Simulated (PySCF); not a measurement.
SMILES C(CCC)C[CH]C, doublet, GFN2-xTB optimised geometry. Atoms within 1.6 Å of the plane z = 1.5 Å (x, y, z in Å): C1 (0.37, 3.25, 0.51), C2 (-0.31, 2.16, 1.24), C3 (0.19, 0.77, 1.23), C4 (-0.33, -0.02, 0.00), C5 (0.17, -1.46, 0.00), H8 (1.42, 3.02, 0.36), H9 (0.28, 4.20, 1.05), H11 (-1.31, 2.35, 1.61), H12 (1.28, 0.77, 1.20), H13 (-0.14, 0.25, 2.13), H14 (-1.42, -0.01, 0.01), H16 (-0.16, -1.96, 0.91), H17 (1.27, -1.46, 0.00).

Computed with PySCF 2.14.0 with unrestricted PBE0/def2-SVP. Cells within 0.4 Å of a nucleus heavier than hydrogen are left out (blank, or x).

Map of the spin density (e/bohr³), clipped to [-0.05, 0.10] on the plane z = 1.5 Å:

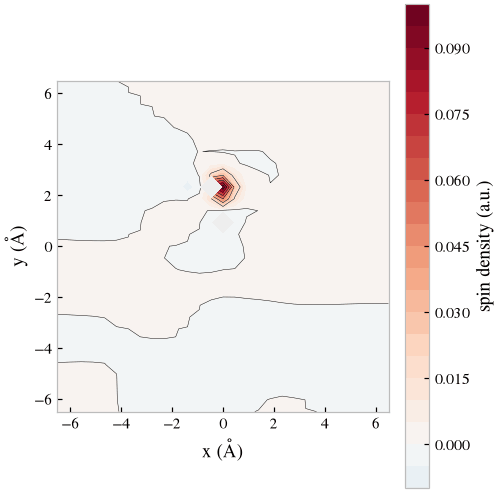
*Spin density (e/bohr³), clipped to [-0.05, 0.10] on the plane z = 1.5 Å.*
